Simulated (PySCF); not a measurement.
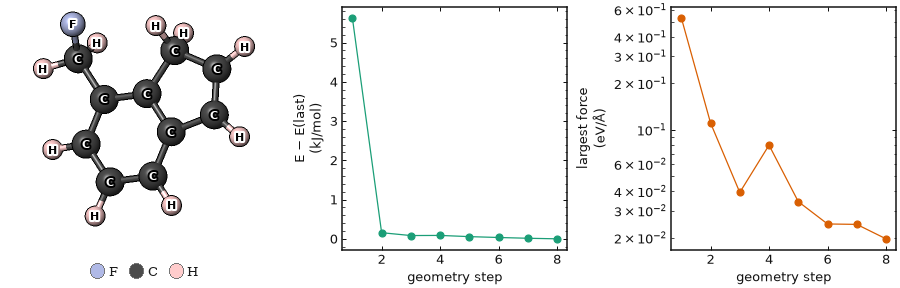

Beside the plot: the molecule at the start.

History of a geometry optimisation. C₁₀H₉F (SMILES FCc1cccc2c1CC=C2); PBE0-D3(BJ)/def2-SVP, geometry optimisation in PySCF.

The optimisation met its thresholds at geometry 8, counting the start as the first. The energy fell by about 5.6 kJ/mol from the first step to the last. The largest force goes from about 0.53 eV/Å at the start to 0.02 eV/Å at the end.
